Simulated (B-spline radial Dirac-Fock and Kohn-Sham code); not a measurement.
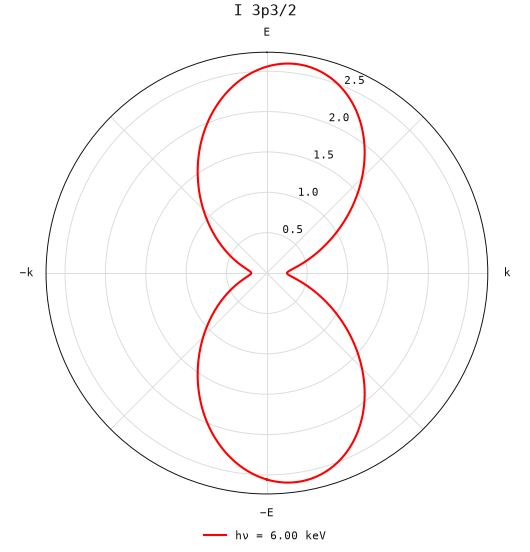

Angular distribution of photoelectrons from M3 (3p3/2) in the plane of the polarisation E (up) and the photon direction k (right), relative to an isotropic one. System: neutral iodine. Level of theory: a Dirac–Hartree–Slater potential; 1 + βP₂(cos θ) + (δ + γ cos²θ) sin θ cos φ with E1 and E1–E2 terms; calculated with a B-spline radial atomic code. Open shells are averaged over j.

At 6.00 keV, β = 1.557, γ = 0.723 and δ = 0.027. At 6.00 keV the emission 45° forward of E is 1.5 times that 45° backward, and the lobe peaks 9.0° from E towards k.
